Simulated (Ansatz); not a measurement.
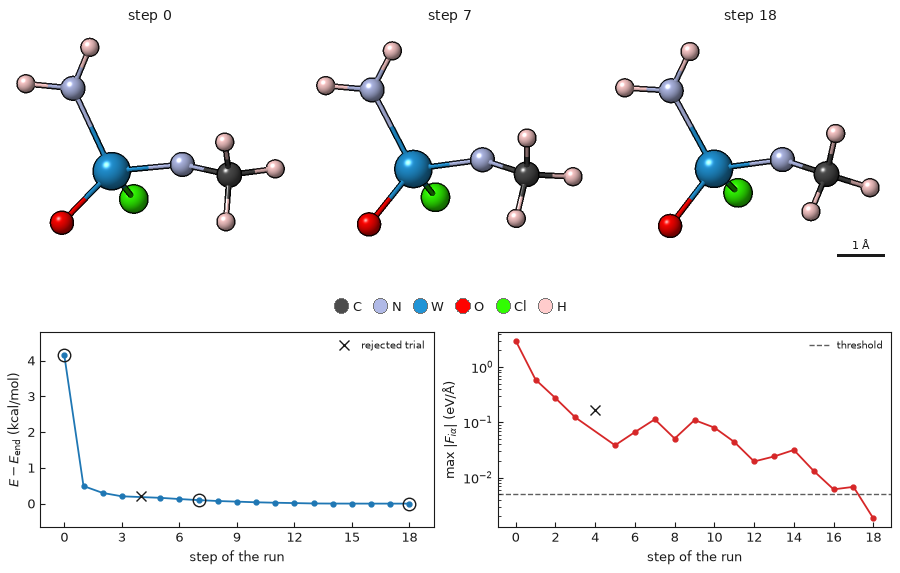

Frames of a relaxation of CH5ClN2OW, marked on the history of the run. The picture is a ball-and-stick view, seen at a tilt.

The start comes from GFN2-xTB.

The calculation used Ansatz, RKS PBE0-D4/def2-TZVP.

Input
```yaml
crystal:
  periodic: [false, false, false]
  atoms:
    - {symbol: C, position_ang: [-0.592730, -1.129510, 1.707350]}
    - {symbol: N, position_ang: [-0.407540, -0.207510, 0.644800]}
    - {symbol: W, position_ang: [0.329840, 1.038470, -0.397470]}
    - {symbol: N, position_ang: [0.450680, 0.236170, -2.209100]}
    - {symbol: O, position_ang: [1.876400, 1.513140, 0.084850]}
    - {symbol: Cl, position_ang: [-1.003060, 2.812360, -0.388590]}
    - {symbol: H, position_ang: [-1.647290, -1.181830, 2.005780]}
    - {symbol: H, position_ang: [-0.278660, -2.133310, 1.398300]}
    - {symbol: H, position_ang: [0.005020, -0.835680, 2.582140]}
    - {symbol: H, position_ang: [1.179720, 0.541260, -2.866000]}
    - {symbol: H, position_ang: [0.087630, -0.653560, -2.562060]}
basis:
  gaussian: {orbitals: def2-TZVP}
hamiltonian: {xc: pbe0, dispersion: d4}
relax: {f_tol: 0.005, max_steps: 150}
```

Launched with:
```bash
ansatz run in.yaml --threads 4 --pin off --events-out ev --progress --plain --max-ram 11315MiB
```

What happens along the run?

Answer. H9 moves most after the best rigid fit: 0.46 Å. By element the largest moves are H 0.46 Å, Cl 0.21 Å, O 0.19 Å, N 0.11 Å, W 0.08 Å, C 0.06 Å. Near-neighbour distances that change, for instance: W3–Cl6 2.219 → 2.295 Å, W3–N4 1.985 → 1.940 Å, N2–W3 1.784 → 1.745 Å, W3–O5 1.688 → 1.708 Å. Bond angles that change, for instance: C1–N2–W3 161.0° → 155.5°, W3–N4–H11 130.1° → 125.0°, H10–N4–H11 106.8° → 111.3°. Groups turn about C1–N2 by about 30°. After 17 accepted moves (18 points after the start) the energy has fallen by 4.14 kcal/mol. The largest force component goes from 3 to 0.0018 eV/Å. The line search rejected the trial step at point 4 of the run. From step 0 to 7: H9 moves most (0.23 Å), energy −4.05 kcal/mol. From step 7 to 18: H atoms move most (0.25 Å), energy −0.10 kcal/mol.
